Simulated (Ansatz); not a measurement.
System: H3InN (doublet).

```xyz
5

N     0.8684   -1.1636    0.3690
In   -0.2680    0.4556   -0.3147
H     0.6665   -1.4116    1.3625
H    -1.7379    0.0873   -1.1756
H     0.4711    2.0322   -0.2412
```

Core potentials replace the inner electrons of In.

The calculation used UKS PBE-D4/def2-SVP in Ansatz 0.2.0.

What can the converged electron density, electron localisation function and spin density tell about the bonding?

Answer. In–N (2.09 Å): ρ at the midpoint is about 0.64 e/Å³; the ELF peaks at about 0.90 in the valence shell of N, 0.6 Å from its nucleus, and drops to about 0.15 between the two atoms.
N–H (1.04 Å): ρ is about 2.6 e/Å³ halfway; the ELF climbs to about 1 towards the hydrogen, as it does in any bond to H (a covalent bond by its length).
The unpaired spin (1 electron) lies mostly on N1 (about 0.9), in electrons by Hirshfeld's partition.

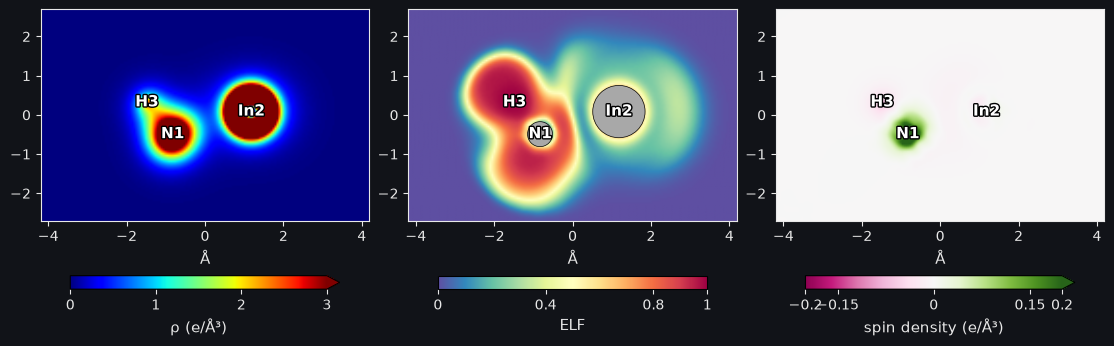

Computed electron density, electron localisation function and spin density on the plane of atoms In2, N1 and H3, in this order. Grey discs cover the atomic cores in the ELF map. 
